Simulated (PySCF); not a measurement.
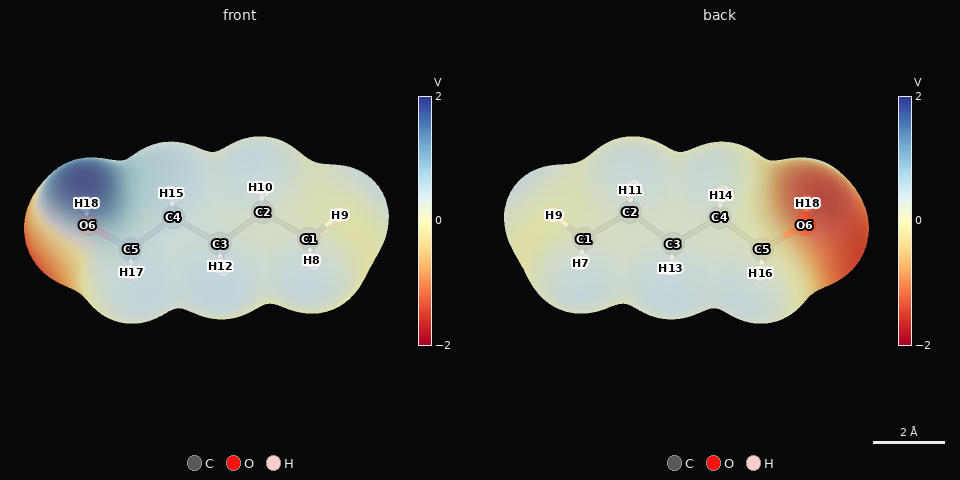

C$_{5}$H$_{12}$O (SMILES CCCCCO). The electrostatic potential painted on the density surface at 0.001 e/bohr³, seen from the front and from behind; red is negative and blue positive.

Geometry: PBE0-D3(BJ)/def2-SVP.

Computed with CAM-B3LYP/def2-SVPD, SCF density, gas phase in PySCF.

```tsv
atom	x (Å)	y (Å)	z (Å)
C	2.7638	0.3085	0.1801
C	1.3745	0.6943	-0.3010
C	0.2850	-0.2578	0.1727
C	-1.1099	0.1244	-0.2969
C	-2.1948	-0.8246	0.1831
O	-3.4703	-0.4953	-0.2965
H	3.0455	-0.6958	-0.1759
H	2.8149	0.2920	1.2808
H	3.5290	1.0142	-0.1772
H	1.1336	1.7168	0.0402
H	1.3609	0.7381	-1.4045
H	0.3011	-0.3069	1.2771
H	0.5202	-1.2810	-0.1737
H	-1.1465	0.1658	-1.3993
H	-1.3472	1.1467	0.0552
H	-1.9816	-1.8440	-0.1797
H	-2.1740	-0.8803	1.2920
H	-3.6775	0.3951	0.0053
```

Where is the surface potential most negative and most positive?

Answer. The most negative region (about −1.5 V) lies over O6, the most positive (about +1.7 V) over H18. O6 is the likeliest acceptor of a hydrogen bond.

What dipole moment does the calculation give?

Answer. Its dipole moment is 1.86 D.
